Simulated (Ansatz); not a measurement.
# Geometry relaxation, with input and output: Ge2NH7Cl (part 2 of 3)

Ge2NH7Cl, multiplicity 2; UKS PBE/def2-SVP (Ansatz 0.2.0). It belongs to a series of runs on one base structure; here: end point A relaxed.

Geometry of the input (Å):
```
Ge 0.0490  0.0187  0.0452
Cl 0.3243  -0.5334  2.1761
Ge 2.2979  0.0206  -0.9018
H  2.9167  -1.3938  -0.7806
H  2.2345  0.4273  -2.3999
H  3.1735  1.0402  -0.1307
H  -0.6456  1.4098  -0.0082
H  -0.8820  -1.0608  -0.5742
N  0.1953  -0.2461  5.0940
H  -0.8150  -0.4566  4.9164
H  0.2078  0.7743  4.8476
```

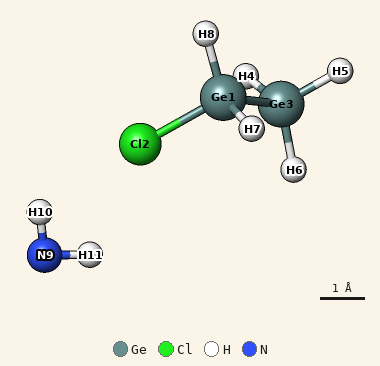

**Figure 1.** The geometry at step 15 of the log (ball-and-stick view, seen at a tilt; atoms are numbered from 1 in the order of the input).

Trajectory as extended XYZ, continued
```
11
Properties=species:S:1:pos:R:3:forces:R:3 step=4 energy=-127118.11280
Ge    0.0674    0.0082    0.0240   -0.0025   0.0029   0.0142
Cl    0.3317   -0.5409    2.1409    0.0019  -0.0068  -0.0086
Ge    2.3073    0.0265   -0.9421   -0.0007   0.0006  -0.0034
H     2.9214   -1.3889   -0.8165    0.0022   0.0008  -0.0019
H     2.2436    0.4329   -2.4387   -0.0025  -0.0014   0.0009
H     3.1795    1.0450   -0.1682    0.0000   0.0002  -0.0026
H    -0.6338    1.3943    0.0119    0.0030  -0.0025   0.0005
H    -0.8767   -1.0624   -0.5872    0.0021   0.0029  -0.0040
N     0.1329   -0.2249    5.2573   -0.1382   0.1135  -0.0854
H    -0.8394   -0.4391    4.9249    0.0914  -0.0294   0.0453
H     0.2224    0.7493    4.8777    0.0433  -0.0809   0.0451
11
Properties=species:S:1:pos:R:3:forces:R:3 step=5 energy=-127118.11385
Ge    0.0706    0.0086    0.0239   -0.0022   0.0036   0.0014
Cl    0.3366   -0.5435    2.1392    0.0010  -0.0086  -0.0010
Ge    2.3086    0.0274   -0.9468   -0.0002   0.0003  -0.0003
H     2.9236   -1.3878   -0.8225    0.0019   0.0008  -0.0018
H     2.2419    0.4336   -2.4433   -0.0033  -0.0007   0.0005
H     3.1816    1.0461   -0.1744    0.0015   0.0007  -0.0029
H    -0.6299    1.3949    0.0141    0.0025  -0.0017   0.0021
H    -0.8743   -1.0604   -0.5889    0.0011   0.0022  -0.0014
N     0.1215   -0.2159    5.2770   -0.0679   0.0681  -0.0405
H    -0.8487   -0.4408    4.9508    0.0461  -0.0131   0.0173
H     0.2250    0.7379    4.8550    0.0193  -0.0516   0.0266
11
Properties=species:S:1:pos:R:3:forces:R:3 step=6 energy=-127118.11208 accepted=F
Ge    0.0741    0.0061    0.0265   -0.0096   0.0154  -0.0073
Cl    0.3391   -0.5537    2.1406    0.0055  -0.0082  -0.0056
Ge    2.3085    0.0300   -0.9527    0.0070  -0.0062   0.0004
H     2.9244   -1.3850   -0.8310    0.0046   0.0007  -0.0026
H     2.2357    0.4363   -2.4489   -0.0084  -0.0018   0.0042
H     3.1851    1.0492   -0.1847   -0.0025  -0.0004  -0.0004
H    -0.6245    1.3934    0.0246    0.0012  -0.0044   0.0038
H    -0.8742   -1.0597   -0.5864    0.0047   0.0019  -0.0017
N     0.0726   -0.1786    5.3651   -0.3248   0.2493  -0.3919
H    -0.8394   -0.4515    4.9031    0.3283   0.0464   0.1958
H     0.2549    0.7135    4.8277   -0.0060  -0.2927   0.2054
11
Properties=species:S:1:pos:R:3:forces:R:3 step=7 energy=-127118.11540
Ge    0.0722    0.0077    0.0227   -0.0011   0.0031   0.0045
Cl    0.3367   -0.5534    2.1365    0.0008  -0.0066  -0.0058
Ge    2.3090    0.0280   -0.9505    0.0022  -0.0007   0.0002
H     2.9261   -1.3863   -0.8270    0.0005   0.0004  -0.0016
H     2.2387    0.4336   -2.4469   -0.0034  -0.0001   0.0013
H     3.1824    1.0476   -0.1797    0.0012   0.0015  -0.0030
H    -0.6263    1.3949    0.0200    0.0018  -0.0013   0.0019
H    -0.8744   -1.0576   -0.5935    0.0000   0.0010  -0.0012
N     0.0985   -0.1950    5.3208   -0.0424   0.0416  -0.0231
H    -0.8422   -0.4481    4.9357    0.0323  -0.0036   0.0105
H     0.2357    0.7285    4.8458    0.0081  -0.0352   0.0163
11
Properties=species:S:1:pos:R:3:forces:R:3 step=8 energy=-127118.11773
Ge    0.0774    0.0042    0.0313    0.0042  -0.0074   0.0051
Cl    0.3514   -0.5918    2.1357   -0.0031   0.0017  -0.0187
Ge    2.3088    0.0299   -0.9545    0.0041  -0.0008  -0.0018
H     2.9298   -1.3832   -0.8373   -0.0015   0.0002  -0.0001
H     2.2276    0.4369   -2.4500   -0.0039   0.0014   0.0016
H     3.1851    1.0506   -0.1885    0.0011   0.0014  -0.0019
H    -0.6155    1.3939    0.0521    0.0008   0.0001   0.0082
H    -0.8765   -1.0484   -0.5952    0.0002   0.0010   0.0009
N     0.0575   -0.1526    5.3672   -0.0480   0.0570  -0.0508
H    -0.8369   -0.4550    4.9121    0.0492   0.0075   0.0217
H     0.2478    0.7155    4.8111   -0.0032  -0.0620   0.0359
11
Properties=species:S:1:pos:R:3:forces:R:3 step=9 energy=-127118.11362 accepted=F
Ge    0.0826    0.0008    0.0299   -0.0123   0.0089   0.0274
Cl    0.3581   -0.6171    2.1280    0.0066  -0.0100  -0.0009
Ge    2.3116    0.0317   -0.9606   -0.0091   0.0025  -0.0054
H     2.9317   -1.3819   -0.8459    0.0015   0.0033  -0.0060
H     2.2174    0.4420   -2.4544    0.0067  -0.0036   0.0010
H     3.1897    1.0533   -0.1977   -0.0018  -0.0020  -0.0016
H    -0.6072    1.3916    0.0807    0.0047  -0.0056  -0.0136
H    -0.8790   -1.0429   -0.5997    0.0052   0.0054  -0.0082
N    -0.0012   -0.0942    5.4405   -0.2508   0.2679  -0.6118
H    -0.8199   -0.4727    4.8846    0.3093   0.0844   0.2672
H     0.2725    0.6894    4.7784   -0.0598  -0.3513   0.3519
11
Properties=species:S:1:pos:R:3:forces:R:3 step=10 energy=-127118.11950
Ge    0.0793    0.0022    0.0304    0.0013  -0.0008  -0.0066
Cl    0.3544   -0.6060    2.1305   -0.0015  -0.0022  -0.0041
Ge    2.3093    0.0308   -0.9583    0.0027   0.0003  -0.0010
H     2.9307   -1.3823   -0.8439   -0.0006  -0.0002  -0.0012
H     2.2247    0.4404   -2.4527   -0.0028   0.0008   0.0007
H     3.1863    1.0508   -0.1921    0.0014   0.0011  -0.0015
H    -0.6117    1.3925    0.0618    0.0011  -0.0012   0.0064
H    -0.8767   -1.0455   -0.6009    0.0000   0.0007   0.0012
N     0.0283   -0.1227    5.4033   -0.0368   0.0410  -0.0368
H    -0.8280   -0.4630    4.9047    0.0343   0.0026   0.0172
H     0.2599    0.7027    4.8009    0.0009  -0.0420   0.0257
11
Properties=species:S:1:pos:R:3:forces:R:3 step=11 energy=-127118.12103
Ge    0.0811    0.0016    0.0269   -0.0103   0.0025   0.0110
Cl    0.3537   -0.6137    2.1252    0.0065  -0.0080   0.0102
Ge    2.3114    0.0319   -0.9607   -0.0045  -0.0002  -0.0071
H     2.9316   -1.3819   -0.8485    0.0002   0.0012  -0.0014
H     2.2215    0.4427   -2.4544    0.0031   0.0008  -0.0010
H     3.1895    1.0515   -0.1953   -0.0015  -0.0005  -0.0011
H    -0.6102    1.3915    0.0704    0.0037  -0.0004  -0.0069
H    -0.8782   -1.0443   -0.6023    0.0042   0.0037  -0.0098
N    -0.0029   -0.0915    5.4369   -0.0658   0.0688  -0.1201
H    -0.8163   -0.4745    4.8958    0.0712   0.0137   0.0548
H     0.2751    0.6868    4.7899   -0.0067  -0.0816   0.0714
11
Properties=species:S:1:pos:R:3:forces:R:3 step=12 energy=-127118.12183
Ge    0.0797    0.0005    0.0344    0.0251   0.0077  -0.0671
Cl    0.3599   -0.6258    2.1291   -0.0143   0.0027  -0.0174
Ge    2.3058    0.0325   -0.9639    0.0152   0.0019   0.0144
H     2.9286   -1.3802   -0.8529    0.0010  -0.0022  -0.0016
H     2.2214    0.4449   -2.4574   -0.0136   0.0004   0.0022
H     3.1841    1.0513   -0.1978    0.0064   0.0013  -0.0008
H    -0.6051    1.3938    0.0676   -0.0063  -0.0088   0.0317
H    -0.8727   -1.0391   -0.6157   -0.0113  -0.0045   0.0303
N    -0.0531   -0.0407    5.4804   -0.0905   0.0996  -0.3164
H    -0.7933   -0.4935    4.8855    0.1019   0.0209   0.1443
H     0.3012    0.6561    4.7747   -0.0137  -0.1191   0.1806
11
Properties=species:S:1:pos:R:3:forces:R:3 step=13 energy=-127118.12492
Ge    0.0841    0.0022    0.0296    0.0139   0.0072  -0.0355
Cl    0.3575   -0.6201    2.1271   -0.0061  -0.0023  -0.0184
Ge    2.3105    0.0344   -0.9682    0.0058  -0.0005   0.0125
H     2.9330   -1.3786   -0.8597    0.0008  -0.0003  -0.0019
H     2.2190    0.4475   -2.4611   -0.0066   0.0009   0.0009
H     3.1900    1.0532   -0.2032    0.0042   0.0007  -0.0021
H    -0.6028    1.3942    0.0669   -0.0034  -0.0039   0.0181
H    -0.8706   -1.0389   -0.6140   -0.0069  -0.0042   0.0176
N    -0.0664   -0.0077    5.4921   -0.0485   0.0508  -0.1731
H    -0.8088   -0.5026    4.9388    0.0679   0.0261   0.0727
H     0.3108    0.6163    4.7358   -0.0211  -0.0744   0.1092
11
Properties=species:S:1:pos:R:3:forces:R:3 step=14 energy=-127118.12097 accepted=F
Ge    0.0819    0.0045    0.0148    0.0153  -0.0278  -0.0265
Cl    0.3697   -0.6488    2.1004   -0.0081   0.0159   0.0317
Ge    2.3111    0.0357   -0.9755    0.0001   0.0076  -0.0194
H     2.9336   -1.3775   -0.8688   -0.0050  -0.0013   0.0018
H     2.2186    0.4499   -2.4680    0.0025   0.0007  -0.0042
H     3.1928    1.0540   -0.2126   -0.0031   0.0006   0.0049
H    -0.6058    1.3958    0.0630    0.0010  -0.0079   0.0284
H    -0.8763   -1.0384   -0.6209   -0.0007   0.0121  -0.0088
N    -0.1569    0.0601    5.5485   -0.1209  -0.0782  -0.6817
H    -0.7716   -0.5251    4.9110    0.2292   0.2084   0.3600
H     0.3594    0.5898    4.7920   -0.1102  -0.1300   0.3139
11
Properties=species:S:1:pos:R:3:forces:R:3 step=15 energy=-127118.12743
Ge    0.0887    0.0004    0.0393    0.0076  -0.0105  -0.0141
Cl    0.3804   -0.6594    2.1239   -0.0057   0.0035  -0.0173
Ge    2.3099    0.0378   -0.9683    0.0050   0.0018  -0.0011
H     2.9310   -1.3764   -0.8666    0.0003   0.0001  -0.0013
H     2.2109    0.4547   -2.4596   -0.0035   0.0015   0.0008
H     3.1939    1.0539   -0.2051    0.0023   0.0004   0.0000
H    -0.5975    1.3915    0.1069    0.0001  -0.0026   0.0148
H    -0.8740   -1.0322   -0.6064   -0.0034   0.0022   0.0065
N    -0.1034    0.0429    5.4834   -0.0146   0.0304  -0.0697
H    -0.8077   -0.5071    4.9360    0.0274   0.0115   0.0272
H     0.3240    0.5939    4.7004   -0.0155  -0.0383   0.0543
11
Properties=species:S:1:pos:R:3:forces:R:3 step=16 energy=-127118.13026
Ge    0.0944   -0.0052    0.0369   -0.0009   0.0037   0.0014
Cl    0.3939   -0.6872    2.1129   -0.0001  -0.0072   0.0000
Ge    2.3123    0.0399   -0.9773    0.0006   0.0002  -0.0057
H     2.9337   -1.3750   -0.8878    0.0009   0.0000  -0.0020
H     2.2066    0.4677   -2.4650    0.0002   0.0016   0.0000
H     3.1982    1.0506   -0.2093    0.0002  -0.0005  -0.0005
H    -0.5870    1.3867    0.1299    0.0009  -0.0012   0.0031
H    -0.8778   -1.0267   -0.6118    0.0012  -0.0001  -0.0005
N    -0.1617    0.1165    5.4971   -0.0155   0.0037  -0.0250
H    -0.7967   -0.5258    4.9669    0.0098   0.0055   0.0169
H     0.3404    0.5585    4.6915    0.0026  -0.0057   0.0123
11
Properties=species:S:1:pos:R:3:forces:R:3 step=17 energy=-127118.11348 accepted=F
Ge    0.1001   -0.0076    0.0395   -0.0066  -0.0025  -0.0072
Cl    0.4064   -0.7230    2.1037    0.0052  -0.0045   0.0064
Ge    2.3125    0.0421   -0.9866    0.0042   0.0049   0.0010
H     2.9349   -1.3731   -0.9107   -0.0019   0.0003  -0.0015
H     2.2022    0.4822   -2.4705   -0.0031   0.0014   0.0021
H     3.2010    1.0468   -0.2134    0.0040  -0.0009  -0.0023
H    -0.5771    1.3851    0.1523    0.0048  -0.0072   0.0089
H    -0.8773   -1.0195   -0.6162   -0.0013   0.0025  -0.0028
N    -0.2496    0.2238    5.5034    0.1622  -0.3110  -1.0393
H    -0.7726   -0.5588    5.0026    0.2200   0.4182   0.3888
H     0.3759    0.5021    4.6799   -0.3876  -0.1014   0.6459
11
Properties=species:S:1:pos:R:3:forces:R:3 step=18 energy=-127118.13138
Ge    0.0986   -0.0062    0.0411   -0.0014  -0.0208  -0.0058
Cl    0.4001   -0.7192    2.1069    0.0043   0.0069  -0.0008
Ge    2.3123    0.0416   -0.9835    0.0043   0.0059   0.0029
H     2.9340   -1.3737   -0.9030   -0.0022  -0.0003  -0.0018
H     2.2031    0.4771   -2.4687   -0.0048   0.0010   0.0007
H     3.2022    1.0481   -0.2143    0.0030   0.0001   0.0002
H    -0.5818    1.3851    0.1480    0.0037  -0.0032   0.0116
H    -0.8744   -1.0226   -0.6144   -0.0033   0.0068  -0.0059
N    -0.2055    0.1677    5.4970   -0.0118  -0.0161  -0.0672
H    -0.7865   -0.5365    4.9821    0.0131   0.0214   0.0364
H     0.3542    0.5386    4.6928   -0.0051  -0.0017   0.0297
11
Properties=species:S:1:pos:R:3:forces:R:3 step=19 energy=-127118.13027 accepted=F
Ge    0.1017   -0.0195    0.0399    0.0095   0.0595   0.0382
Cl    0.4142   -0.7379    2.1026   -0.0011  -0.0302  -0.0030
Ge    2.3152    0.0464   -0.9847   -0.0168  -0.0219  -0.0187
H     2.9325   -1.3714   -0.9156    0.0102   0.0029  -0.0065
H     2.1919    0.4883   -2.4671    0.0083   0.0016  -0.0012
H     3.2129    1.0477   -0.2179   -0.0144  -0.0024   0.0056
H    -0.5696    1.3739    0.1777   -0.0042  -0.0067  -0.0163
H    -0.8832   -1.0175   -0.6264    0.0132  -0.0076   0.0070
N    -0.2484    0.2214    5.4876    0.0463  -0.0801  -0.2959
H    -0.7804   -0.5449    5.0017    0.0537   0.1098   0.1119
H     0.3696    0.5133    4.6863   -0.1047  -0.0249   0.1788
11
Properties=species:S:1:pos:R:3:forces:R:3 step=20 energy=-127118.13217
Ge    0.1042   -0.0152    0.0501   -0.0016   0.0100  -0.0503
Cl    0.4168   -0.7494    2.1028    0.0073  -0.0166   0.0481
Ge    2.3123    0.0437   -0.9857   -0.0008   0.0019  -0.0024
H     2.9354   -1.3718   -0.9204   -0.0002   0.0000  -0.0018
H     2.1926    0.4901   -2.4669   -0.0017   0.0019   0.0007
H     3.2063    1.0450   -0.2146    0.0019  -0.0002   0.0006
H    -0.5715    1.3765    0.1779    0.0011   0.0002   0.0096
H    -0.8757   -1.0182   -0.6154   -0.0022  -0.0004  -0.0016
N    -0.2226    0.1935    5.4864   -0.0027  -0.0024  -0.0331
H    -0.7961   -0.5276    4.9883    0.0050   0.0099   0.0156
H     0.3548    0.5334    4.6815   -0.0061  -0.0042   0.0146
11
Properties=species:S:1:pos:R:3:forces:R:3 step=21 energy=-127118.13282
Ge    0.1106   -0.0206    0.0584   -0.0179   0.0121  -0.0403
Cl    0.4256   -0.7736    2.1045    0.0155  -0.0198   0.0376
Ge    2.3124    0.0454   -0.9905    0.0058   0.0027   0.0076
H     2.9369   -1.3700   -0.9365   -0.0018   0.0010  -0.0032
H     2.1866    0.5017   -2.4683   -0.0056   0.0009   0.0044
H     3.2089    1.0419   -0.2159    0.0043   0.0000  -0.0021
H    -0.5636    1.3700    0.2066    0.0053  -0.0016   0.0001
H    -0.8739   -1.0157   -0.6125   -0.0016   0.0008  -0.0012
N    -0.2399    0.2209    5.4741    0.0119  -0.0005  -0.0544
H    -0.8035   -0.5226    4.9977    0.0089   0.0168   0.0166
H     0.3561    0.5227    4.6664   -0.0250  -0.0125   0.0349
11
Properties=species:S:1:pos:R:3:forces:R:3 step=22 energy=-127118.13340
Ge    0.1134   -0.0311    0.0662    0.0292   0.0250  -0.0038
Cl    0.4549   -0.8171    2.0977   -0.0097  -0.0107   0.0268
Ge    2.3136    0.0502   -0.9858   -0.0142  -0.0141  -0.0347
H     2.9369   -1.3668   -0.9562   -0.0012   0.0062  -0.0008
H     2.1658    0.5203   -2.4575    0.0127   0.0027  -0.0008
H     3.2236    1.0385   -0.2162   -0.0156  -0.0028   0.0075
H    -0.5500    1.3624    0.2372   -0.0056  -0.0136   0.0106
H    -0.8803   -1.0130   -0.6111    0.0085   0.0039   0.0008
N    -0.2578    0.2580    5.4552    0.0302  -0.0052  -0.0929
H    -0.8175   -0.5107    5.0142    0.0220   0.0335   0.0199
H     0.3539    0.5093    4.6403   -0.0563  -0.0250   0.0673
11
Properties=species:S:1:pos:R:3:forces:R:3 step=23 energy=-127118.13370
Ge    0.1284   -0.0451    0.0898    0.0029   0.0506  -0.0289
Cl    0.4845   -0.8716    2.1029   -0.0043  -0.0168   0.0052
Ge    2.3121    0.0545   -0.9956   -0.0031  -0.0176  -0.0115
H     2.9353   -1.3636   -0.9920   -0.0003   0.0173  -0.0043
H     2.1521    0.5474   -2.4594    0.0025  -0.0021   0.0178
H     3.2263    1.0316   -0.2163   -0.0048  -0.0060  -0.0024
H    -0.5302    1.3467    0.2989    0.0040  -0.0273   0.0070
H    -0.8748   -1.0049   -0.6060    0.0081  -0.0022   0.0223
N    -0.2899    0.3161    5.4222    0.0951  -0.0787  -0.2930
H    -0.8379   -0.4953    5.0387    0.0763   0.1247   0.0657
H     0.3506    0.4843    4.6007   -0.1764  -0.0418   0.2220
11
Properties=species:S:1:pos:R:3:forces:R:3 step=24 energy=-127118.13507
Ge    0.1275   -0.0364    0.0834   -0.0202   0.0002   0.0081
Cl    0.4764   -0.8589    2.0995    0.0122  -0.0163   0.0226
Ge    2.3145    0.0522   -0.9951   -0.0029   0.0067  -0.0177
H     2.9407   -1.3641   -0.9888   -0.0108   0.0095   0.0012
H     2.1567    0.5434   -2.4592    0.0056  -0.0008   0.0084
H     3.2261    1.0315   -0.2160   -0.0027  -0.0039  -0.0003
H    -0.5399    1.3503    0.2935    0.0147  -0.0104  -0.0103
H    -0.8752   -1.0076   -0.5967    0.0094   0.0097  -0.0073
N    -0.2887    0.3195    5.4152    0.0315  -0.0319  -0.0985
H    -0.8336   -0.4986    5.0506    0.0142   0.0390   0.0286
H     0.3519    0.4686    4.5975   -0.0511  -0.0017   0.0653
11
Properties=species:S:1:pos:R:3:forces:R:3 step=25 energy=-127118.13607
Ge    0.1336   -0.0427    0.0850   -0.0071  -0.0043   0.0119
Cl    0.4936   -0.8857    2.0912    0.0075  -0.0125   0.0212
Ge    2.3158    0.0548   -1.0021   -0.0065   0.0061  -0.0106
H     2.9411   -1.3614   -1.0082   -0.0072   0.0041   0.0000
H     2.1529    0.5570   -2.4613    0.0050   0.0017   0.0010
H     3.2303    1.0276   -0.2185   -0.0010  -0.0019   0.0006
H    -0.5305    1.3420    0.3119    0.0084   0.0001  -0.0067
H    -0.8733   -1.0052   -0.6003    0.0053   0.0037  -0.0078
N    -0.2884    0.3363    5.4171    0.0167  -0.0055  -0.0375
H    -0.8515   -0.4824    5.0867   -0.0046   0.0059   0.0111
H     0.3328    0.4597    4.5824   -0.0163   0.0027   0.0169
```
